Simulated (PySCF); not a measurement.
Geometry relaxation of SiH3Cl3 (part 1 of 3)

System: SiH3Cl3.
Method: RKS PBE0-D4/def2-TZVP, density fitting (PySCF 2.14.0).

The geometry is a transition state displaced along its imaginary mode. The reaction was set up to form Si1–H7 and Cl2–H6 and to break Si1–Cl2 and H6–H7 (atoms counted from 1 in the order of the input); sticks are drawn by distance alone.

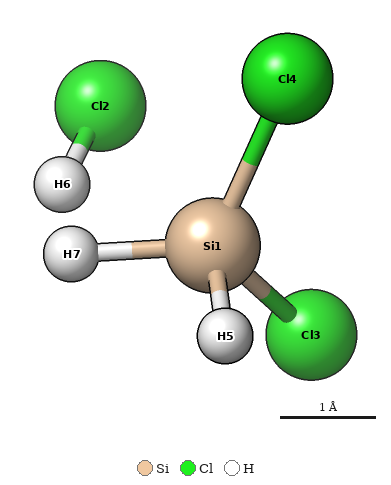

Fig. 1: The starting structure (ball-and-stick view, seen at a tilt; atoms are numbered from 1 in the order of the input). Bond lengths as drawn: Cl–H 1.32 Å, Cl–Si 2.03 to 2.07 Å and H–Si 1.44 to 1.49 Å.

Results in brief:

| quantity | value |
| --- | --- |
| outcome | converged |
| total energy | −45483.1896 eV |
| largest force (length of the vector) at the end | 0.012 eV/Å |
| hardware | 4 threads of Intel Xeon @ 2.50GHz, 180 GiB of memory available, shared host |
| wall time | 19 min (CPU time 62 min) |
| peak memory | 1.6 GiB |

Input:
```python
import json, numpy as np
from pyscf import gto, scf, dft, mp, cc
EV, BOHR = 27.211386245988, 0.529177210903
mol = gto.M(atom="""
Si -0.471973 0.266387 -0.233575
Cl 1.455470 -1.263445 0.972789
Cl -0.537271 -1.218669 -1.669967
Cl -1.581366 -0.084918 1.423717
H -1.065975 1.373066 -0.935864
H 1.377798 -0.044830 0.469572
H 0.823315 0.972407 -0.026672
""", basis="def2-tzvp", charge=0, spin=0, max_memory=8670, verbose=0)
def mean_field(mol, dm=None):
    mf = dft.RKS(mol, xc="pbe0").density_fit()
    mf.conv_tol = 1e-9; mf.grids.level = 4
    mf.kernel(dm0=dm)
    if not mf.converged: mf = mf.newton().run(mf.mo_coeff, mf.mo_occ)
    assert mf.converged
    return mf
def d4(mol):
    from pyscf.dispersion.dftd4 import DFTD4Dispersion
    real = gto.M(atom=[(mol.atom_pure_symbol(i), mol.atom_coord(i)) for i in range(7)], unit='B', charge=mol.charge, spin=None, basis='def2-svp', verbose=0)
    r = DFTD4Dispersion(real, xc="pbe0", atm=True).get_dispersion(grad=True); return r["energy"], r["gradient"]
def energy_and_gradient(mol, dm=None):
    mf = mean_field(mol, dm); e, g = d4(mol)
    return mf, (mf.e_tot + e) * EV, (mf.nuc_grad_method().kernel()[:7] + g) * EV / BOHR
out = {}
# rational-function steps on a BFGS-updated Hessian; the first Hessian (eV/A^2) comes from GFN2-xTB
H = np.load("h0.npy"); x = mol.atom_coords(unit="A").ravel(); dm = old = None; trust = 0.2; steps = []
for it in range(90):
    mol.set_geom_(x.reshape(-1, 3), unit="A"); mf, e, g = energy_and_gradient(mol, dm); g = g.ravel(); dm = mf.make_rdm1()
    print(f"relax step {it + 1}: E = {e:.6f} eV, largest force component {abs(g).max():.4f} eV/A", flush=True); steps.append([e, x.reshape(-1, 3).tolist(), (-g).reshape(-1, 3).tolist()])
    if abs(g).max() < 0.008: out['converged'] = True; break
    if old is not None:
        s, z = x - old[0], g - old[1]
        if s @ z > 1e-8: H = H + np.outer(z, z) / (s @ z) - np.outer(H @ s, H @ s) / (s @ H @ s)
        trust = max(0.03, trust / 2) if e > old[2] + 1e-4 else min(0.35, trust * 1.3)
    w, V = np.linalg.eigh(H); w = np.maximum(abs(w), 0.08); f = V.T @ g; M = np.diag(np.append(w, 0.0)); M[-1, :-1] = M[:-1, -1] = f
    dx = V @ (-f / (w - np.linalg.eigvalsh(M)[0])); big = np.linalg.norm(dx.reshape(-1, 3), axis=1).max(); dx *= min(1, trust / big)
    old = (x, g, e); x = x + dx
out.update(energy=e, forces=steps[-1][2], positions=steps[-1][1], steps=steps)
out['s2'] = mf.spin_square()[0]; out['nelec'] = mol.nelec
print(f"Total energy {out['energy']:.6f} eV, <S^2> {out['s2']:.4f}")
json.dump(out, open("out.json", "w"), default=float)
```

Launch command:
```bash
OMP_NUM_THREADS=4 python run.py
```

What the program printed:
```
relax step 1: E = -45482.090214 eV, largest force component 1.1274 eV/A
relax step 2: E = -45482.597904 eV, largest force component 0.8096 eV/A
relax step 3: E = -45482.901296 eV, largest force component 1.7058 eV/A
relax step 4: E = -45482.962078 eV, largest force component 1.4776 eV/A
relax step 5: E = -45483.009621 eV, largest force component 1.2840 eV/A
relax step 6: E = -45483.045390 eV, largest force component 0.4154 eV/A
relax step 7: E = -45483.061081 eV, largest force component 0.8309 eV/A
relax step 8: E = -45482.952080 eV, largest force component 1.8255 eV/A
relax step 9: E = -45483.069792 eV, largest force component 1.1657 eV/A
relax step 10: E = -45483.069939 eV, largest force component 0.8237 eV/A
relax step 11: E = -45483.107367 eV, largest force component 0.0951 eV/A
relax step 12: E = -45483.109822 eV, largest force component 0.1475 eV/A
relax step 13: E = -45483.111299 eV, largest force component 0.1567 eV/A
relax step 14: E = -45483.114113 eV, largest force component 0.0691 eV/A
relax step 15: E = -45483.115050 eV, largest force component 0.0486 eV/A
relax step 16: E = -45483.115290 eV, largest force component 0.0291 eV/A
relax step 17: E = -45483.115665 eV, largest force component 0.0119 eV/A
relax step 18: E = -45483.116211 eV, largest force component 0.0243 eV/A
relax step 19: E = -45483.116793 eV, largest force component 0.0388 eV/A
relax step 20: E = -45483.117501 eV, largest force component 0.0430 eV/A
relax step 21: E = -45483.118021 eV, largest force component 0.0303 eV/A
relax step 22: E = -45483.118331 eV, largest force component 0.0612 eV/A
relax step 23: E = -45483.119122 eV, largest force component 0.0805 eV/A
relax step 24: E = -45483.120244 eV, largest force component 0.0913 eV/A
relax step 25: E = -45483.122214 eV, largest force component 0.0874 eV/A
relax step 26: E = -45483.124255 eV, largest force component 0.1871 eV/A
relax step 27: E = -45483.101875 eV, largest force component 0.6339 eV/A
relax step 28: E = -45483.126865 eV, largest force component 0.2376 eV/A
relax step 29: E = -45483.118883 eV, largest force component 0.3245 eV/A
relax step 30: E = -45483.127063 eV, largest force component 0.1010 eV/A
relax step 31: E = -45483.124433 eV, largest force component 0.2765 eV/A
relax step 32: E = -45483.130505 eV, largest force component 0.0684 eV/A
relax step 33: E = -45483.131816 eV, largest force component 0.0644 eV/A
relax step 34: E = -45483.133698 eV, largest force component 0.1263 eV/A
relax step 35: E = -45483.134829 eV, largest force component 0.0751 eV/A
relax step 36: E = -45483.136587 eV, largest force component 0.1046 eV/A
relax step 37: E = -45483.138441 eV, largest force component 0.0772 eV/A
relax step 38: E = -45483.138379 eV, largest force component 0.2629 eV/A
relax step 39: E = -45483.140188 eV, largest force component 0.3739 eV/A
relax step 40: E = -45483.139267 eV, largest force component 0.2023 eV/A
relax step 41: E = -45483.142914 eV, largest force component 0.1100 eV/A
relax step 42: E = -45483.144332 eV, largest force component 0.1814 eV/A
relax step 43: E = -45483.145107 eV, largest force component 0.2099 eV/A
relax step 44: E = -45483.146686 eV, largest force component 0.0397 eV/A
relax step 45: E = -45483.148110 eV, largest force component 0.0908 eV/A
relax step 46: E = -45483.149827 eV, largest force component 0.1019 eV/A
relax step 47: E = -45483.151991 eV, largest force component 0.1105 eV/A
relax step 48: E = -45483.153863 eV, largest force component 0.0355 eV/A
relax step 49: E = -45483.154674 eV, largest force component 0.2820 eV/A
relax step 50: E = -45483.156707 eV, largest force component 0.0714 eV/A
relax step 51: E = -45483.159477 eV, largest force component 0.1003 eV/A
relax step 52: E = -45483.159971 eV, largest force component 0.4616 eV/A
relax step 53: E = -45483.162245 eV, largest force component 0.1457 eV/A
relax step 54: E = -45483.163060 eV, largest force component 0.1383 eV/A
relax step 55: E = -45483.167191 eV, largest force component 0.2179 eV/A
relax step 56: E = -45483.168943 eV, largest force component 0.1669 eV/A
relax step 57: E = -45483.173360 eV, largest force component 0.1674 eV/A
relax step 58: E = -45483.178808 eV, largest force component 0.1153 eV/A
relax step 59: E = -45483.172185 eV, largest force component 0.8041 eV/A
relax step 60: E = -45483.183163 eV, largest force component 0.0938 eV/A
relax step 61: E = -45483.185039 eV, largest force component 0.0491 eV/A
relax step 62: E = -45483.186815 eV, largest force component 0.2289 eV/A
relax step 63: E = -45483.188042 eV, largest force component 0.1141 eV/A
relax step 64: E = -45483.188780 eV, largest force component 0.0571 eV/A
relax step 65: E = -45483.189310 eV, largest force component 0.0347 eV/A
relax step 66: E = -45483.189489 eV, largest force component 0.0439 eV/A
relax step 67: E = -45483.189541 eV, largest force component 0.0284 eV/A
relax step 68: E = -45483.189614 eV, largest force component 0.0139 eV/A
relax step 69: E = -45483.189637 eV, largest force component 0.0079 eV/A
```

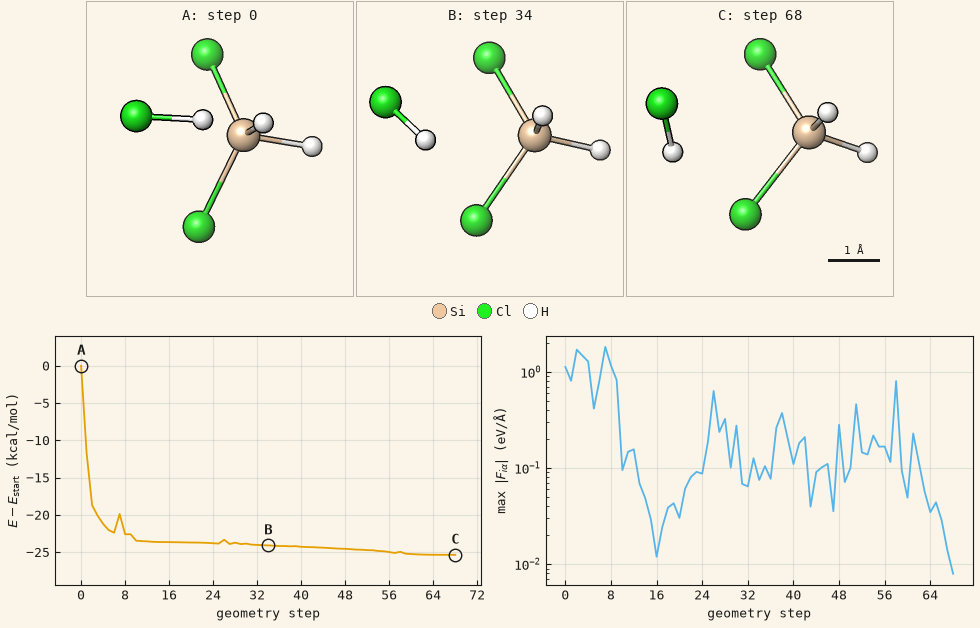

Fig. 2: Frames of the relaxation (ball-and-stick view, seen at a tilt) above the curves, on which the letters mark them (the first geometry is step 0 here and step 1 in the log).

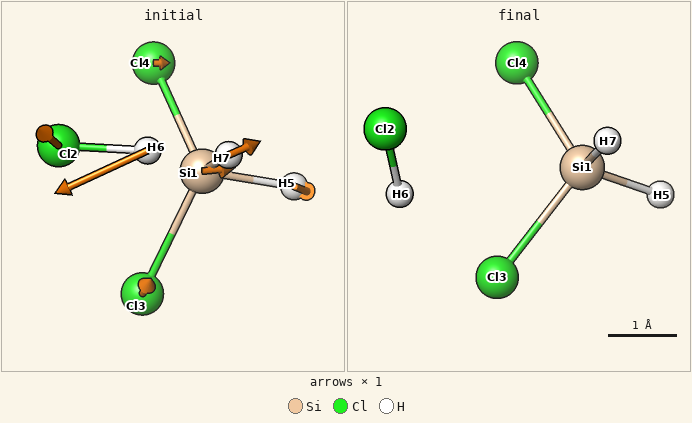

Fig. 3: Before (left) and after (right) the relaxation, at one scale (ball-and-stick view, seen at a tilt). The orange arrows give the displacements, at true length. H6 moves most after the best rigid fit: 1.53 Å. By element the largest moves are H 1.53 Å, Cl 0.88 Å, Si 0.54 Å. Among the contacts that change: Cl2–H6 1.321 → 1.284 Å, Si1–H5 1.439 → 1.475 Å, Si1–H7 1.490 → 1.474 Å, Si1–Cl3 2.067 → 2.055 Å. Among the angles that change: H5–Si1–H7 93.6° → 113.4°, Cl3–Si1–H7 117.7° → 108.0°, Cl4–Si1–H7 116.4° → 109.3°. After 68 geometry steps the energy has fallen by 25.4 kcal/mol. Largest force component: 1.1 eV/Å at the start, 0.0079 eV/Å at the end. (Atoms are counted from 1 in the order of the input.)

```
Total energy -45483.189637 eV, <S^2> 0.0000
```

Trajectory as extended XYZ (Å, eV, eV/Å), 69 frames, from step=1 to step=69:
```
7
Properties=species:S:1:pos:R:3:forces:R:3 step=1 energy=-45482.09021
Si   -0.4720    0.2664   -0.2336   -1.0319   0.1372  -1.1274
Cl    1.4555   -1.2634    0.9728    0.7701  -0.8818   0.5477
Cl   -0.5373   -1.2187   -1.6700    0.1797   0.3504   0.5495
Cl   -1.5814   -0.0849    1.4237    0.0968   0.0155  -0.0024
H    -1.0660    1.3731   -0.9359   -0.7681   0.5285  -0.3053
H     1.3778   -0.0448    0.4696    0.6392  -0.3605   0.3637
H     0.8233    0.9724   -0.0267    0.1143   0.2106  -0.0259
7
Properties=species:S:1:pos:R:3:forces:R:3 step=2 energy=-45482.59790
Si   -0.5467    0.3477   -0.3130   -0.6601   0.3101  -0.3174
Cl    1.6265   -1.3233    1.0574    0.4157  -0.0277   0.1308
Cl   -0.5143   -1.1866   -1.6306    0.0687  -0.0496   0.0217
Cl   -1.5536   -0.0740    1.3929    0.0422   0.0257  -0.0427
H    -1.1755    1.4663   -0.9801   -0.5167   0.3812  -0.2508
H     1.3677   -0.1416    0.5107    0.5880  -0.8096   0.5192
H     0.7960    0.9114   -0.0374    0.0623   0.1703  -0.0610
7
Properties=species:S:1:pos:R:3:forces:R:3 step=3 energy=-45482.90130
Si   -0.6467    0.4843   -0.3948    0.3585  -0.5076   0.0088
Cl    1.7601   -1.4075    1.1551    0.5945  -1.7058   0.8949
Cl   -0.5084   -1.1473   -1.6262   -0.1802   0.3140   0.0328
Cl   -1.5653   -0.0330    1.3423   -0.1401   0.1396  -0.0756
H    -1.3360    1.5936   -1.0598   -0.1229   0.0844  -0.0642
H     1.5292   -0.3082    0.6279   -0.1232   1.2517  -0.5583
H     0.7672    0.8189   -0.0451   -0.3863   0.4236  -0.2382
7
Properties=species:S:1:pos:R:3:forces:R:3 step=4 energy=-45482.96208
Si   -0.6800    0.4906   -0.4126   -0.4752  -0.2612  -0.3124
Cl    2.0209   -1.4080    1.2739   -0.5571   1.3339  -0.8169
Cl   -0.5435   -1.1394   -1.6347   -0.0756   0.1871  -0.0174
Cl   -1.5653   -0.0473    1.3283   -0.1261   0.0740   0.0944
H    -1.4562    1.5780   -1.0729    0.2084  -0.1938   0.1242
H     1.5222   -0.3341    0.6089    0.7782  -1.4776   0.9459
H     0.7027    0.8614   -0.0913    0.2476   0.3374  -0.0177
7
Properties=species:S:1:pos:R:3:forces:R:3 step=5 energy=-45483.00962
Si   -0.6564    0.4629   -0.4361   -0.5502   1.2840   0.3652
Cl    1.9468   -1.5766    1.1598   -0.0624   0.6733  -0.1661
Cl   -0.6875   -1.0399   -1.7322    0.1344  -0.7760  -0.5338
Cl   -1.6352    0.0433    1.2879   -0.1347  -0.1865   0.1995
H    -1.3826    1.6105   -1.0641    0.3031  -0.2088   0.1152
H     1.7081   -0.3388    0.7982    0.1970  -0.8256   0.2624
H     0.7084    0.8398   -0.0132    0.1129   0.0400  -0.2426
7
Properties=species:S:1:pos:R:3:forces:R:3 step=6 energy=-45483.04539
Si   -0.6766    0.4988   -0.4064   -0.0921   0.0258  -0.4154
Cl    1.8336   -1.5009    1.3681    0.0695  -0.4142   0.2676
Cl   -0.6435   -1.0913   -1.6830   -0.0955  -0.0419   0.0573
Cl   -1.7295    0.0915    1.2851    0.2323  -0.0295   0.0197
H    -1.3799    1.6141   -1.0683    0.0733   0.0353  -0.0112
H     1.8354   -0.4209    0.7011    0.0495   0.2838  -0.1709
H     0.7622    0.8104   -0.1963   -0.2369   0.1409   0.2526
7
Properties=species:S:1:pos:R:3:forces:R:3 step=7 energy=-45483.06108
Si   -0.7063    0.5255   -0.4550    0.0994  -0.8309  -0.1851
Cl    1.8866   -1.5048    1.3909    0.0729  -0.5539   0.3569
Cl   -0.7122   -1.1744   -1.6529    0.0528   0.6578   0.4082
Cl   -1.6765    0.1216    1.2885   -0.0751   0.1089  -0.1112
H    -1.3357    1.6148   -1.2061   -0.1561   0.1220  -0.0177
H     1.8605   -0.4393    0.7127    0.0212   0.4498  -0.2872
H     0.6860    0.8591   -0.0790   -0.0151   0.0464  -0.1638
7
Properties=species:S:1:pos:R:3:forces:R:3 step=8 energy=-45482.95208
Si   -0.7083    0.5316   -0.4809    0.3622   0.1956   0.2195
Cl    1.8092   -1.5521    1.5709    0.3189   1.7526  -1.6722
Cl   -0.7292   -1.0857   -1.7040   -0.0083  -0.0849  -0.1014
Cl   -1.7326    0.1628    1.2294   -0.1358  -0.0179   0.0685
H    -1.3006    1.6935   -1.1688   -0.0317  -0.0300  -0.0403
H     1.9591   -0.5496    0.6291   -0.2737  -1.8255   1.7175
H     0.7053    0.8029   -0.0768   -0.2317   0.0100  -0.1916
7
Properties=species:S:1:pos:R:3:forces:R:3 step=9 energy=-45483.06979
Si   -0.7037    0.5142   -0.4767   -0.1700   1.1657   0.4563
Cl    1.9261   -1.5966    1.4486    0.0285  -0.0559   0.0275
Cl   -0.6918   -1.0205   -1.7295   -0.0295  -0.9185  -0.6946
Cl   -1.7406    0.1213    1.2222   -0.0461  -0.1066   0.1354
H    -1.3573    1.6848   -1.1204    0.1360  -0.1631   0.0350
H     1.8751   -0.5128    0.7691    0.0135  -0.0001   0.0090
H     0.6950    0.8131   -0.1143    0.0678   0.0787   0.0310
7
Properties=species:S:1:pos:R:3:forces:R:3 step=10 energy=-45483.06994
Si   -0.6945    0.5580   -0.4652    0.0876  -0.8237  -0.4973
Cl    1.8890   -1.6099    1.4359    0.0360  -0.5435   0.3135
Cl   -0.7083   -1.1326   -1.6954    0.0571   0.7239   0.5550
Cl   -1.7583    0.1932    1.2287    0.0333   0.0551  -0.0559
H    -1.3039    1.6500   -1.2370   -0.0489   0.1068   0.0315
H     1.8649   -0.5083    0.8188    0.0155   0.4780  -0.2696
H     0.7145    0.8532   -0.0880   -0.1806   0.0034  -0.0772
7
Properties=species:S:1:pos:R:3:forces:R:3 step=11 energy=-45483.10737
Si   -0.7074    0.5464   -0.4803    0.0141  -0.0951  -0.0738
Cl    1.9126   -1.6262    1.4569    0.0209  -0.0486   0.0284
Cl   -0.6687   -1.0534   -1.7489    0.0005   0.0917   0.0942
Cl   -1.7743    0.1217    1.1985   -0.0029  -0.0013  -0.0194
H    -1.3317    1.6845   -1.1790   -0.0051   0.0144   0.0096
H     1.8878   -0.5144    0.8238    0.0153  -0.0022   0.0028
H     0.6854    0.8451   -0.0743   -0.0428   0.0411  -0.0420
```
